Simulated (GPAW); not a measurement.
GeH$_{3}$ (charge −1): property calculation

System: GeH$_{3}$, charge −1, multiplicity 2, SMILES [H][Ge-]([H])[H].
Method: LDA (PW92)/dzp, UKS, scalar-relativistic datasets (GPAW 26.7.0).

Some settings of this run were made unusual or wrong on purpose. The geometry comes from this level: GFN2-xTB.

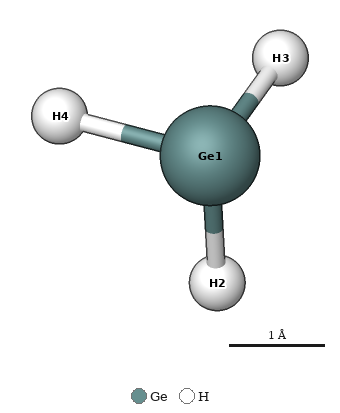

The input geometry (ball-and-stick view, seen at a tilt; atoms are numbered from 1 in the order of the input). Sticks mark near contacts. Bond lengths as drawn: Ge–H 1.75 to 1.76 Å.

## The input (calc.py)
```python
from ase.io import read
from gpaw import GPAW

# Geometry
atoms = read('gs.sdf')
atoms.center(vacuum=5.5)
atoms.set_initial_magnetic_moments([1 / len(atoms)] * len(atoms))

# DFT calculator
calculator = GPAW(mode='lcao',
                  basis='dzp',
                  h=0.2,
                  xc='LDA',
                  charge=-1,
                  occupations={'name': 'fermi-dirac', 'width': 0.0, 'fixmagmom': True},
                  maxiter=86,
                  txt='-')
atoms.calc = calculator

energy = atoms.get_potential_energy()
print(f'Energy = {energy:.5f} eV')
forces = atoms.get_forces()
print('Forces (eV/Ang)')
for symbol, f in zip(atoms.symbols, forces):
    print(f'{symbol:2} {f[0]:9.4f} {f[1]:9.4f} {f[2]:9.4f}')
```

## File gs.sdf
```

     RDKit          3D

  4  3  0  0  0  0  0  0  0  0999 V2000
   -0.0075    0.0058    0.7680 Ge  0  0  0  0  0  3  0  0  0  0  0  0
    1.4220   -0.0315   -0.2444 H   0  0  0  0  0  0  0  0  0  0  0  0
   -0.6775    1.2495   -0.2717 H   0  0  0  0  0  0  0  0  0  0  0  0
   -0.7370   -1.2238   -0.2519 H   0  0  0  0  0  0  0  0  0  0  0  0
  2  1  1  0
  3  1  1  0
  4  1  1  0
M  CHG  1   1  -1
M  END
$$$$
```

Machine: 1 thread of Arm Neoverse V2, 112 GiB of memory available, shared host.

Run as:
```bash
python3 calc.py
```

## The program's output
```
__  _  _
 | _ |_)|_||  |
 |__||  | ||/\| - 26.7.0

units:  Angstrom and eV
cores:  1
OpenMP: False

Versions:
  Python: 3.12.14
  ASE:    3.29.0
  Numpy:  2.5.5
  Scipy:  1.18.1
  Libxc:  7.0.0

        _gpaw.cpython-312-aarch64-linux-gnu.so

Input parameters:
  mode=LCAO(),
  basis={'default': 'dzp'},
  charge=-1,
  h=0.2,
  maxiter=86,
  occupations=Occupations(name='fermi-dirac', width=0.0, fixmagmom=True),
  xc=XC(name='LDA')
         .-------------------------------.
        /|                               |
       / |                               |
      /  |                               |
     /   |                               |
    /    |                               |
   /     |                               |
  /      |                               |
 *       |                               |
 |       |                               |
 |       |                               |
 |       |         HGe                   |
 |       |              H                |
 |       |        H                      |
 |       |                               |
 |       .-------------------------------.
 |      /                               /
 |     /                               /
 |    /                               /
 |   /                               /
 |  /                               /
 | /                               /
 |/                               /
 *-------------------------------*

Atoms  # Å, Bohr magnetons
|   | symbol |        x |        y |        z |    initial magnetic moments |
|---|--------|----------|----------|----------|-----------------------------|
| 0 |     Ge | 6.229500 | 6.729600 | 6.539700 | ( 0.0000,  0.0000,  0.2500) |
| 1 |      H | 7.659000 | 6.692300 | 5.527300 | ( 0.0000,  0.0000,  0.2500) |
| 2 |      H | 5.559500 | 7.973300 | 5.500000 | ( 0.0000,  0.0000,  0.2500) |
| 3 |      H | 5.500000 | 5.500000 | 5.519800 | ( 0.0000,  0.0000,  0.2500) |

Unit cell  # Å
| periodic |         x |         y |         z |   lengths |    angles |
|----------|-----------|-----------|-----------|-----------|-----------|
|       no | 13.159000 |  0.000000 |  0.000000 | 13.159000 | 90.000000 |
|       no |  0.000000 | 13.473300 |  0.000000 | 13.473300 | 90.000000 |
|       no |  0.000000 |  0.000000 | 12.039700 | 12.039700 | 90.000000 |

Number of symmetries: 1
Symmetry operations  # r_c * U_cc + t_c -> r_c
|   | kind |            matrix            |
|---|------|------------------------------|
| 0 |  E   |  1, 0, 0,  0, 1, 0,  0, 0, 1 |

BZ-sampling:
  Number of BZ points: 1
  Number of IBZ points: 1

  Monkhorst-Pack size: [1, 1, 1]
  Monkhorst-Pack shift: [0, 0, 0]

K-points  # in reciprocal-cell coordinates
|   |                                coordinates |     weight |
|---|--------------------------------------------|------------|
| 0 | (  0.00000000,   0.00000000,   0.00000000) | 1.00000000 |

basis functions: 28
Spin-components: 2 (collinear spins)
Bands:           7
Projectors:      14
Spin-degeneracy: 1
Datatype:        <class 'float'>

  Storage: CPU
  Wave functions: 3_136 bytes (3_136 per core)

Parallelization:
  kpt:    1
  domain: 1
  band:   1

Density:
  Valence electrons: 7.0
  Components: 2
  Grid points: [64 68 60]
  Charge: -1.0  # |e|

Potential:
  Grid points: [64 68 60]

species:
  Ge:
    name:    Germanium
    Z:       32.0
    valence: 4
    core:    28
    charge:  0.0  # [|e|]
    file:    Ge.LDA.gz
    compensation charges:
      type: gauss
      rc: 0.32  # [Å]
      lmax: 2
    cutoffs:
      filter: 1.77  # [Å]
      core: 3.42  # [Å]
    projectors
    | kind |    occ | energy [eV] | rcut [Å] |
    |------|--------|-------------|----------|
    |   4s |  2.000 |     -11.940 |    1.005 |
    |   4p |  2.000 |      -4.047 |    1.005 |
    |    s |        |      15.272 |    1.005 |
    |    p |        |      23.164 |    1.005 |
    |    d |        |       0.000 |    1.005 |

    LCAO basis set for Ge:
      Name: dzp
      File: Ge.dzp.basis.gz
      Number of radial functions: 5
      Number of spherical harmonics: 13
        l=0, rc=6.6406 Bohr: 4s-sz confined orbital
        l=1, rc=8.9688 Bohr: 4p-sz confined orbital
        l=0, rc=3.7500 Bohr: 4s-dz split-valence wave
        l=1, rc=5.3281 Bohr: 4p-dz split-valence wave
        l=2, rc=8.9688 Bohr: d-type Gaussian polarization
      Number of RI-basis functions 0

  H:
    name:    Hydrogen
    Z:       1.0
    valence: 1
    core:    0
    charge:  0.0  # [|e|]
    file:    H.LDA.gz
    compensation charges:
      type: gauss
      rc: 0.15  # [Å]
      lmax: 2
    cutoffs:
      filter: 0.85  # [Å]
      core: 0.53  # [Å]
    projectors
    | kind |    occ | energy [eV] | rcut [Å] |
    |------|--------|-------------|----------|
    |   1s |  1.000 |      -6.353 |    0.476 |
    |    s |        |      20.858 |    0.476 |
    |    p |        |       0.000 |    0.476 |

    LCAO basis set for H:
      Name: dzp
      File: H.dzp.basis.gz
      Number of radial functions: 3
      Number of spherical harmonics: 5
        l=0, rc=6.4219 Bohr: 1s-sz confined orbital
        l=0, rc=3.6094 Bohr: 1s-dz split-valence wave
        l=1, rc=6.4219 Bohr: p-type Gaussian polarization
      Number of RI-basis functions 0

Reference energy: -57054.204589  # eV

eigensolver:
  <gpaw.new.lcao.eigensolver.LCAOEigensolver object at 0xfb87068b5ee0>
density mixing:
  MSR1-Mixer
  Pratt-step length: 0.05
  Maximum mixing coefficient: 0.75
  Old densities: 10
  SVD Regularization: 0.005
  Good broyden scale: 1.0
  Trust region scale: 1.0
  Backstep threshold: 4.0
  History deletion threshold: 6.0
  Fourier metric: weight=20.0, sigma=0.015

occupation numbers:
  Fixed magnetic moment: 1.000
  # Zero width

FastPoissonSolver using
    Stencil: 6*3+1=19 point O(h^6) finite-difference Laplacian
    FFT axes: []
    FST axes: [np.int64(2), np.int64(0), np.int64(1)]

xc functional:
  name: None
interpolation: tri-quintic # 5. degree polynomial

         .-------------------------------.
        /|                               |
       / |                               |
      /  |                               |
     /   |                               |
    /    |                               |
   /     |                               |
  /      |                               |
 *       |                               |
 |       |                               |
 |       |                               |
 |       |         HGe                   |
 |       |              H                |
 |       |        H                      |
 |       |                               |
 |       .-------------------------------.
 |      /                               /
 |     /                               /
 |    /                               /
 |   /                               /
 |  /                               /
 | /                               /
 |/                               /
 *-------------------------------*

Atoms  # Å, Bohr magnetons
|   | symbol |        x |        y |        z |    initial magnetic moments |
|---|--------|----------|----------|----------|-----------------------------|
| 0 |     Ge | 6.229500 | 6.729600 | 6.539700 | ( 0.0000,  0.0000,  0.2500) |
| 1 |      H | 7.659000 | 6.692300 | 5.527300 | ( 0.0000,  0.0000,  0.2500) |
| 2 |      H | 5.559500 | 7.973300 | 5.500000 | ( 0.0000,  0.0000,  0.2500) |
| 3 |      H | 5.500000 | 5.500000 | 5.519800 | ( 0.0000,  0.0000,  0.2500) |

Unit cell  # Å
| periodic |         x |         y |         z |   lengths |    angles |
|----------|-----------|-----------|-----------|-----------|-----------|
|       no | 13.159000 |  0.000000 |  0.000000 | 13.159000 | 90.000000 |
|       no |  0.000000 | 13.473300 |  0.000000 | 13.473300 | 90.000000 |
|       no |  0.000000 |  0.000000 | 12.039700 | 12.039700 | 90.000000 |

Number of symmetries: 1
Symmetry operations  # r_c * U_cc + t_c -> r_c
|   | kind |            matrix            |
|---|------|------------------------------|
| 0 |  E   |  1, 0, 0,  0, 1, 0,  0, 0, 1 |

BZ-sampling:
  Number of BZ points: 1
  Number of IBZ points: 1

  Monkhorst-Pack size: [1, 1, 1]
  Monkhorst-Pack shift: [0, 0, 0]

K-points  # in reciprocal-cell coordinates
|   |                                coordinates |     weight |
|---|--------------------------------------------|------------|
| 0 | (  0.00000000,   0.00000000,   0.00000000) | 1.00000000 |

basis functions: 28
Spin-components: 2 (collinear spins)
Bands:           7
Projectors:      14
Spin-degeneracy: 1
Datatype:        <class 'float'>

  Storage: CPU
  Wave functions: 3_136 bytes (3_136 per core)

Parallelization:
  kpt:    1
  domain: 1
  band:   1

Density:
  Valence electrons: 7.0
  Components: 2
  Grid points: [64 68 60]
  Charge: -1.0  # |e|

Potential:
  Grid points: [64 68 60]

species:
  Ge:
    name:    Germanium
    Z:       32.0
    valence: 4
    core:    28
    charge:  0.0  # [|e|]
    file:    Ge.LDA.gz
    compensation charges:
      type: gauss
      rc: 0.32  # [Å]
      lmax: 2
    cutoffs:
      filter: 1.77  # [Å]
      core: 3.42  # [Å]
    projectors
    | kind |    occ | energy [eV] | rcut [Å] |
    |------|--------|-------------|----------|
    |   4s |  2.000 |     -11.940 |    1.005 |
    |   4p |  2.000 |      -4.047 |    1.005 |
    |    s |        |      15.272 |    1.005 |
    |    p |        |      23.164 |    1.005 |
    |    d |        |       0.000 |    1.005 |

    LCAO basis set for Ge:
      Name: dzp
      File: Ge.dzp.basis.gz
      Number of radial functions: 5
      Number of spherical harmonics: 13
        l=0, rc=6.6406 Bohr: 4s-sz confined orbital
        l=1, rc=8.9688 Bohr: 4p-sz confined orbital
        l=0, rc=3.7500 Bohr: 4s-dz split-valence wave
        l=1, rc=5.3281 Bohr: 4p-dz split-valence wave
        l=2, rc=8.9688 Bohr: d-type Gaussian polarization
      Number of RI-basis functions 0

  H:
    name:    Hydrogen
    Z:       1.0
    valence: 1
    core:    0
    charge:  0.0  # [|e|]
    file:    H.LDA.gz
    compensation charges:
      type: gauss
      rc: 0.15  # [Å]
      lmax: 2
    cutoffs:
      filter: 0.85  # [Å]
      core: 0.53  # [Å]
    projectors
    | kind |    occ | energy [eV] | rcut [Å] |
    |------|--------|-------------|----------|
    |   1s |  1.000 |      -6.353 |    0.476 |
    |    s |        |      20.858 |    0.476 |
    |    p |        |       0.000 |    0.476 |

    LCAO basis set for H:
      Name: dzp
      File: H.dzp.basis.gz
      Number of radial functions: 3
      Number of spherical harmonics: 5
        l=0, rc=6.4219 Bohr: 1s-sz confined orbital
        l=0, rc=3.6094 Bohr: 1s-dz split-valence wave
        l=1, rc=6.4219 Bohr: p-type Gaussian polarization
      Number of RI-basis functions 0

Reference energy: -57054.204589  # eV

eigensolver:
  <gpaw.new.lcao.eigensolver.LCAOEigensolver object at 0xfb87068edee0>
density mixing:
  MSR1-Mixer
  Pratt-step length: 0.05
  Maximum mixing coefficient: 0.75
  Old densities: 10
  SVD Regularization: 0.005
  Good broyden scale: 1.0
  Trust region scale: 1.0
  Backstep threshold: 4.0
  History deletion threshold: 6.0
  Fourier metric: weight=20.0, sigma=0.015

occupation numbers:
  Fixed magnetic moment: 1.000
  # Zero width

FastPoissonSolver using
    Stencil: 6*3+1=19 point O(h^6) finite-difference Laplacian
    FFT axes: []
    FST axes: [np.int64(2), np.int64(0), np.int64(1)]

xc functional:
  name: None
interpolation: tri-quintic # 5. degree polynomial

Initialization done in: 3.409 s

convergence criteria:
- Maximum [total energy] change in last 3 cyles: 0.0005 eV / valence electron
- Maximum integral of absolute [dens]ity change: 0.0001 electrons / valence electron
- Maximum integral of absolute [eigenst]ate change: 4e-08 eV^2 / valence electron
maximum number of iterations: 86

SCF iterations
|iter     |     time |      energy | eigst |  dens |  magmom |
|---------|----------|-------------|-------|-------|---------|
|iter:   1| 00:00:03 |  -11.574125 |      c|       |  +0.9996|
|iter:   2| 00:00:03 |  -11.533144 |      c| -0.57 |  +0.9997|
|iter:   3| 00:00:04 |  -11.369358 |      c| -0.60 |  +0.9999|
|iter:   4| 00:00:04 |  -11.378318 |      c| -1.12 |  +1.0000|
|iter:   5| 00:00:05 |  -11.375938 |      c| -1.14 |  +1.0000|
|iter:   6| 00:00:06 |  -11.377861c|      c| -1.58 |  +1.0000|
|iter:   7| 00:00:06 |  -11.378048c|      c| -2.04 |  +1.0000|
|iter:   8| 00:00:07 |  -11.378128c|      c| -2.36 |  +1.0000|
|iter:   9| 00:00:07 |  -11.378154c|      c| -2.50 |  +1.0000|
|iter:  10| 00:00:08 |  -11.378162c|      c| -2.64 |  +1.0000|
|iter:  11| 00:00:09 |  -11.378165c|      c| -2.59 |  +1.0000|
|iter:  12| 00:00:09 |  -11.378176c|      c| -2.60 |  +1.0000|
|iter:  13| 00:00:10 |  -11.378191c|      c| -2.86 |  +1.0000|
|iter:  14| 00:00:10 |  -11.378213c|      c| -2.69 |  +1.0000|
|iter:  15| 00:00:11 |  -11.378202c|      c| -2.72 |  +1.0000|
|iter:  16| 00:00:12 |  -11.378219c|      c| -2.68 |  +1.0000|
|iter:  17| 00:00:12 |  -11.378219c|      c| -2.70 |  +1.0000|
|iter:  18| 00:00:13 |  -11.378215c|      c| -2.98 |  +1.0000|
|iter:  19| 00:00:13 |  -11.378220c|      c| -2.72 |  +1.0000|
|iter:  20| 00:00:14 |  -11.378213c|      c| -3.34 |  +1.0000|
|iter:  21| 00:00:15 |  -11.378218c|      c| -2.97 |  +1.0000|
|iter:  22| 00:00:15 |  -11.378216c|      c| -3.43 |  +1.0000|
|iter:  23| 00:00:16 |  -11.378217c|      c| -3.64 |  +1.0000|
|iter:  24| 00:00:16 |  -11.378217c|      c| -4.68c|  +1.0000|

Converged in 24 steps
SCF loop duration: 13.448 s (0.560 s/step)
Energy contributions relative to reference atoms: (reference = -57054.204589)

Energy contributions:
  Kinetic:          13.384976
  Coulomb:          -9.372669
  Zero:             -0.028511
  External:          0.000000
  Xc:              -15.362013
  Entropy:           0.000000
  Spinorbit:         0.000000
  ----------------------------
  Free energy:     -11.378217
  Extrapolated:    -11.378217

dipole moment: (-6.226191, -6.726525, -6.151988)  # |e|*Ang

Total magnetic moment: (0.000000, 0.000000, 1.000008)

Local magnetic moments
|        x |        y |        z |
|----------|----------|----------|
| 0.000000 | 0.000000 | 0.148551 |  # Ge   0
| 0.000000 | 0.000000 | 0.041834 |  # H    1
| 0.000000 | 0.000000 | 0.029466 |  # H    2
| 0.000000 | 0.000000 | 0.008862 |  # H    3

Fermi levels: 5.483, 0.784
Eigenvalues  # (at kpt = [0.000, 0.000, 0.000])
| band index |      eig [eV] | occ [0-1] |      eig [eV] | occ [0-1] |
|------------|---------------|-----------|---------------|-----------|
|          0 |        -6.487 |     1.000 |        -6.181 |     1.000 |
|          1 |        -0.990 |     1.000 |        -0.769 |     1.000 |
|          2 |        -0.918 |     1.000 |        -0.529 |     1.000 |
|          3 |         0.218 |     1.000 |         0.784 |     0.500 |
|          4 |         5.483 |     0.500 |         5.824 |     0.000 |
|          5 |         5.528 |     0.000 |         6.040 |     0.000 |
|          6 |         6.117 |     0.000 |         6.385 |     0.000 |

Gap: 4.699 eV
Transition (v -> c):
  (s=1, k=0, n=3, [0.00, 0.00, 0.00]) -> (s=0, k=0, n=4, [0.00, 0.00, 0.00])
No difference between direct/indirect transitions
vacuum-level: 0.000  # V
Energy = -11.37822 eV

Forces  # eV/Ang
|        x |        y |        z |
|----------|----------|----------|
| -0.76002 | -0.62886 | -1.66157 |  # Ge   0
| -0.09473 |  0.16373 |  0.17702 |  # H    1
|  0.37872 | -0.12866 |  0.47238 |  # H    2
|  0.47719 |  0.59348 |  0.99958 |  # H    3

Force computation time: 0.121  # s
Forces (eV/Ang)
Ge   -0.7600   -0.6289   -1.6616
H    -0.0947    0.1637    0.1770
H     0.3787   -0.1287    0.4724
H     0.4772    0.5935    0.9996
```

## What the run reported

| quantity | value |
| --- | --- |
| outcome | converged |
| energy relative to the program's reference atoms | −11.3782 eV |
| basis functions | 28 |
| largest force | 1.932 eV/Å |
| wall time | 17 s |
| peak memory | 0.9 GiB |

## Diagnosis

Some settings of this run were drawn to be unusual or wrong (mult set to 2). It converged; results that depend on the unusual settings are not reference values. Further notes kept with the run: fractional occupations; highest occupied level above vacuum.
